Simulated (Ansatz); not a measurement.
Cubic perovskite CsCaF3 was calculated with B3LYP (VWN-RPA form) (plane waves, PAW; Ansatz, an electronic-structure program).

Numerical settings: plane-wave cutoff 460 eV, 6×6×6 k mesh, Fermi–Dirac smearing 0.01 eV, scalar-relativistic PAW data made under PBE.

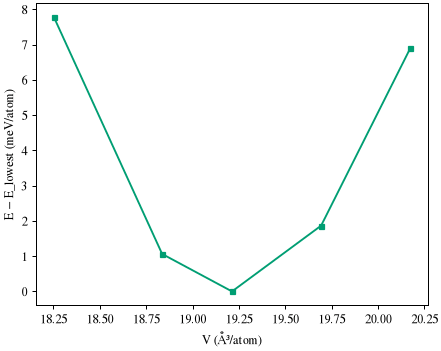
Total energy against volume

### Question
From the curve, estimate the equilibrium volume and the bulk modulus.

### Answer
V0 ≈ 19.2 Å³/atom and B0 ≈ 49 GPa; the fit gives V0 = 19.196 Å³/atom, B0 = 48.8 GPa, B′ = 4.7.

Measured, for comparison: bulk modulus 50.9 GPa (room temperature, no zero-point or thermal correction; as tabulated in Vaitheeswaran et al. (2016), arXiv:1609.00541). Computed (rounded) less measured: bulk modulus -4 %.

Note: the relaxation could not lower the start's symmetry, so the cell can be a saddle point above a distorted one.

Spin–orbit coupling is not included.

Static lattice: no zero-point or thermal effects.
